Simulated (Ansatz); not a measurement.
## Response to strain in PbS

The parent structure is PbS in the rock salt structure (space group Fm-3m, No. 225).

```yaml
crystal:
  lattice:
    - [0.00000, 2.98711, 2.98711]
    - [2.98711, 0.00000, 2.98711]
    - [2.98711, 2.98711, 0.00000]
  atoms:
    - { symbol: S, position: [0.00000, 0.00000, 0.00000] }
    - { symbol: Pb, position: [0.50000, 0.50000, 0.50000] }
```

Strains are applied to the cell and any free atomic positions relax.

All numbers come from r2SCAN in Ansatz (plane waves to 500 eV, PAW, scalar-relativistic without spin-orbit coupling).

Notes on the quantities. energy relative to the base: free energy F.

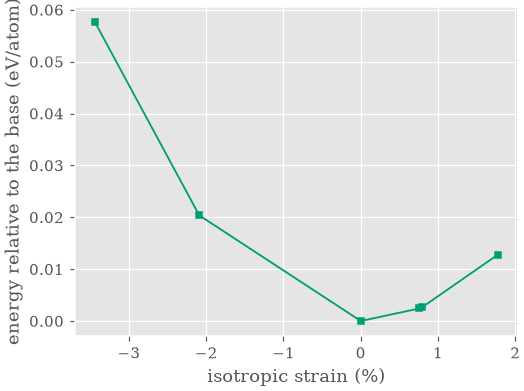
Figure: Energy relative to the base against isotropic strain

| isotropic strain (%) | energy relative to the base |
|---|---|
| -3.44 | +58 meV/atom |
| -2.09 | +20 meV/atom |
| 0.76 | +2.4 meV/atom |
| 0.79 | +2.6 meV/atom |
| 1.77 | +13 meV/atom |

No phonon test of stability was made.

Ansatz is a first-principles code.
